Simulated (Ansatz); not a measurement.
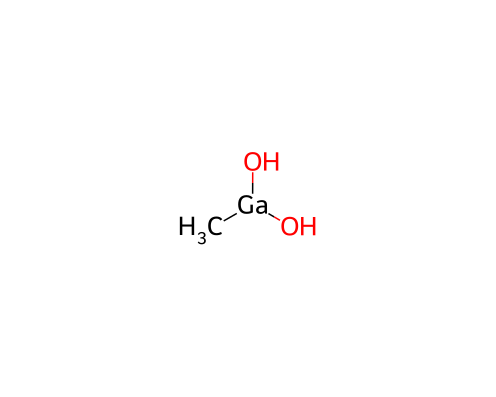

The drawing above gives the connectivity. The geometry was computed by an optimisation with PBE0-D4/def2-TZVP. No frequency run is at hand to confirm it as a minimum.

What does the molecule look like in three dimensions?

Formula CH₅GaO₂. Its SMILES string is `[CH3][Ga]([OH])[OH]`. The point group is Cs. Coordination: 1 C tetrahedral; 1 Ga trigonal planar; 2 O bent.

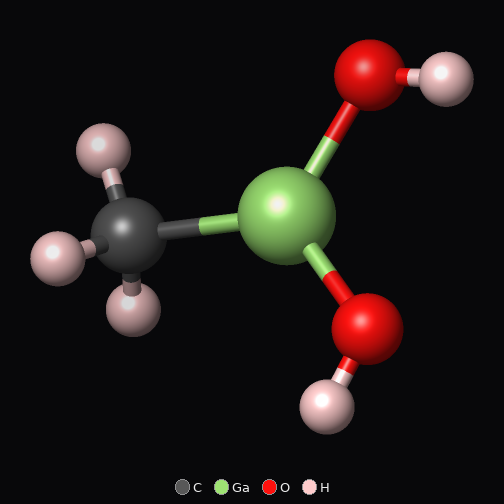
